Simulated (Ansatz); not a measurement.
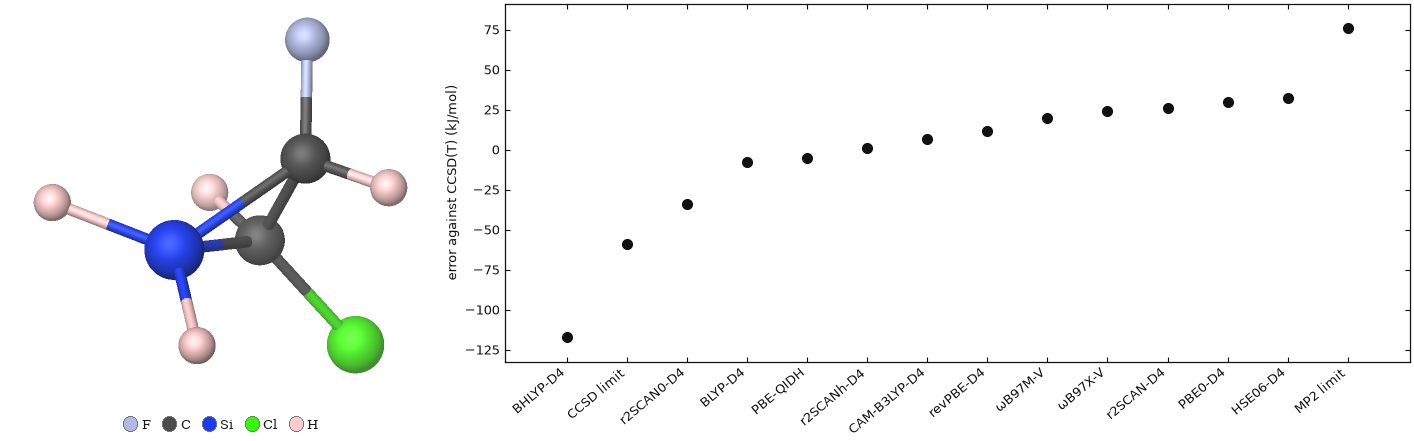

Error in the electronic atomisation energy (method less reference, so positive means overbinding) of C₂H₄ClFSi, SMILES F[C@H]1[SiH2][C@@H]1Cl: functionals in def2-TZVPP against frozen-core CCSD(T) at the limit (MP2 extrapolated from triple and quadruple zeta, plus CCSD(T) less MP2 in a smaller set), which gives 3109.2 kJ/mol, at a PBE0-D4/def2-TZVP geometry (a minimum by its frequencies), no zero-point or spin-orbit term, the Ansatz code 0.2.0. The reference leaves out core correlation, a term that grows with the number of heavy atoms. PBE-QIDH holds a correlation term that converges slowly with the basis, so part of the distance to the limit is basis error. No dispersion term is added to PBE-QIDH. Limit means the basis limit.

**What range do the values span?**

From −117.0 kJ/mol (BHLYP-D4) to 75.8 kJ/mol (MP2 limit).

**Give the values.**

| level | kJ/mol |
| --- | --- |
| BHLYP-D4 | −117.0 |
| CCSD limit | −59.2 |
| r2SCAN0-D4 | −34.2 |
| BLYP-D4 | −7.8 |
| PBE-QIDH | −5.0 |
| r2SCANh-D4 | 1.2 |
| CAM-B3LYP-D4 | 6.9 |
| revPBE-D4 | 11.6 |
| ωB97M-V | 20.0 |
| ωB97X-V | 24.1 |
| r2SCAN-D4 | 26.1 |
| PBE0-D4 | 29.5 |
| HSE06-D4 | 32.2 |
| MP2 limit | 75.8 |
